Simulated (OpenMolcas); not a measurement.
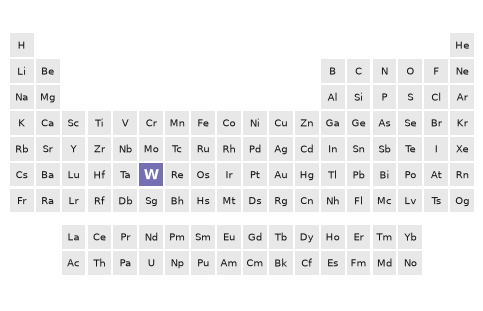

Figure 1. The place of tungsten in the periodic table.

## Multiconfigurational calculation for W

- system: W.
- method: state-averaged MS-CASPT2, IPEA shift 0.25, imaginary shift 0.1 hartree, semicore shells correlated, active space 6 electrons in the shells 5d 6s, basis ANO-R2, X2C scalar Hamiltonian, spin-orbit coupling by RASSI with atomic mean-field integrals (OpenMolcas)

### The input
```
&GATEWAY
Coord
1

W 0.0 0.0 0.0
Basis=ANO-R2
Group=XYZ
NoMove
AngMom=0.0 0.0 0.0
AMFI
&SEWARD
&RASSCF
FileOrb=start.orb
Symmetry=1
Spin=7
nActEl=6 0 0
Inactive=15 19
Ras2=6 0
CIRoot=1 1 1
SDav=1
CIMx=300
Iter=120 100
PrWF=0.3
OrbListing=Nothing
MaxOrb=0
Atom
>>> COPY $Project.JobIph JOB001
&RASSCF
FileOrb=start.orb
Symmetry=1
Spin=5
nActEl=6 0 0
Inactive=15 19
Ras2=6 0
CIRoot=30 30 1
SDav=35
CIMx=300
Iter=120 100
PrWF=0.3
OrbListing=Nothing
MaxOrb=0
Atom
>>> COPY $Project.JobIph JOB002
&RASSCF
FileOrb=start.orb
Symmetry=1
Spin=3
nActEl=6 0 0
Inactive=15 19
Ras2=6 0
CIRoot=67 67 1
SDav=189
CIMx=300
Iter=120 100
PrWF=0.3
OrbListing=Nothing
MaxOrb=0
Atom
>>> COPY $Project.JobIph JOB003
&RASSCF
FileOrb=start.orb
Symmetry=1
Spin=1
nActEl=6 0 0
Inactive=15 19
Ras2=6 0
CIRoot=35 35 1
SDav=175
CIMx=300
Iter=120 100
PrWF=0.3
OrbListing=Nothing
MaxOrb=0
Atom
>>> COPY $Project.JobIph JOB004
&RASSI
NrOfJobIphs=4 1 30 67 35
1
1 2 3 4 5 6 7 8 9 10 11 12 13 14 15 16 17 18 19 20 21 22 23 24 25 26 27
28 29 30
1 2 3 4 5 6 7 8 9 10 11 12 13 14 15 16 17 18 19 20 21 22 23 24 25 26 27
28 29 30 31 32 33 34 35 36 37 38 39 40 41 42 43 44 45 46 47 48 49 50 51
52 53 54 55 56 57 58 59 60 61 62 63 64 65 66 67
1 2 3 4 5 6 7 8 9 10 11 12 13 14 15 16 17 18 19 20 21 22 23 24 25 26 27
28 29 30 31 32 33 34 35
IphNames
JOB001
JOB002
JOB003
JOB004
EJob
SpinOrbit
DIPRint=1.0
SOCoupling=1000.0
Subsets=2
MEES
Property=10
'ANGMOM' 1 'ANGMOM' 2 'ANGMOM' 3 'MLTPL  1' 1 'MLTPL  1' 2 'MLTPL  1' 3
'AMFI' 1 'AMFI' 2 'AMFI' 3 'MLTPL  2' 6
SOProperty=3
'ANGMOM' 1 'ANGMOM' 2 'ANGMOM' 3
>>> COPY JOB001 $Project.JobIph
&CASPT2
Multistate=1 1
Frozen=14 16
IPEA=0.25
Imaginary=0.1
MaxIter=60
WThr=0.0 0.3 0.05
PrWF=0.5
NoMix
Shift=0.2
Sig2=0.3
```

The file start.orb holds starting orbitals from an earlier step.

Launched with:
```bash
OMP_NUM_THREADS=1 MOLCAS_MEM=2252 MOLCAS_PROJECT=a pymolcas a.inp > a.log  # once for each step of the input, in one work folder
```

### The program's output (extracts)
```
|
   --------------------------------------------------------------------------------------
++ ---------   Input file   ---------
>>> COPY JOB001 $Project.JobIph
&CASPT2
Multistate=1 1
Frozen=14 16
IPEA=0.25
Imaginary=0.1
MaxIter=60
WThr=0.0 0.3 0.05
PrWF=0.5
NoMix
Shift=0.2
Sig2=0.3
-- ----------------------------------
>>> COPY JOB001 a.JobIph
*** symbolic link created: INPORB -> a.RasOrb
--- Start Module: caspt2 at  ---
()()()()()()()()()()()()()()()()()()()()()()()()()()()()()()()()()()()()()()()()()()()()()()()()()()
                                              &CASPT2
                                   only a single process is used
                       available to each process: 2.3 GB of memory, 1 thread
()()()()()()()()()()()()()()()()()()()()()()()()()()()()()()()()()()()()()()()()()()()()()()()()()()
 ###    ERROR: More than one intruder-state removal technique                ###
 ###    active: SHIFt/IMAGinary/SIG1/SIG2 are mutually exclusive!            ###
--- Stop Module: caspt2 at  /rc=_RC_INPUT_ERROR_ ---
.####################.
.# User input error #.
.####################.
```

### Outcome

| quantity | value |
| --- | --- |
| outcome | refused by the program |
| hardware | 1 CPU thread, shared host |

### What went wrong

The input is odd on purpose: two shifts. The program refused the input; the driver noted: CASPT2 spin 7: _RC_INPUT_ERROR_.
